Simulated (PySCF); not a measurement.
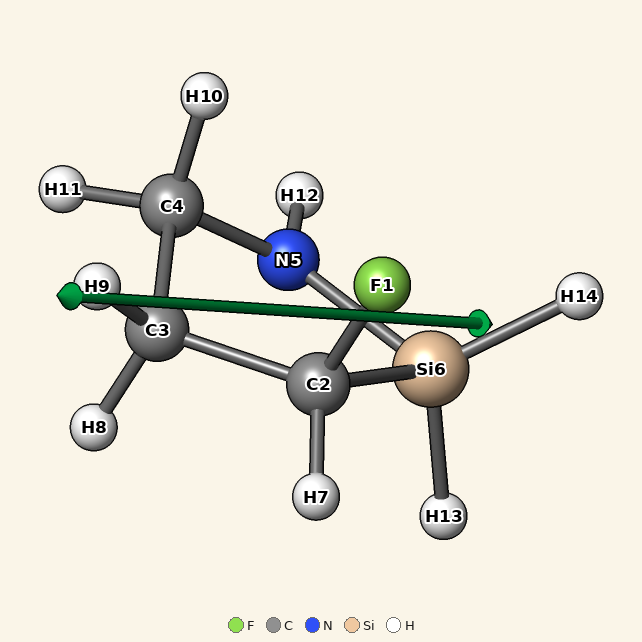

The double arrow shows the direction of the transition dipole to excited singlet state 6 (its length means nothing). The geometry was computed by an optimisation with GFN2-xTB. No frequency run is at hand to confirm it as a minimum. Level of theory: TDDFT PBE0/def2-SVPD, vertical, gas phase, core orbitals frozen in the response (PySCF 2.14.0).

### How is the transition polarised?

Nearly parallel to the C2–Si6 bond.

### Where does the transition lie, and how strong is it?

7.36 eV (169 nm), oscillator strength 0.060, mainly HOMO−1 → LUMO (weight 0.67); transition dipole 1.47 D.

The geometry is semi-empirical. Around Si such bond lengths and angles can be off by a tenth of an ångström or more and by several degrees, and values that hang on the shape move with them.
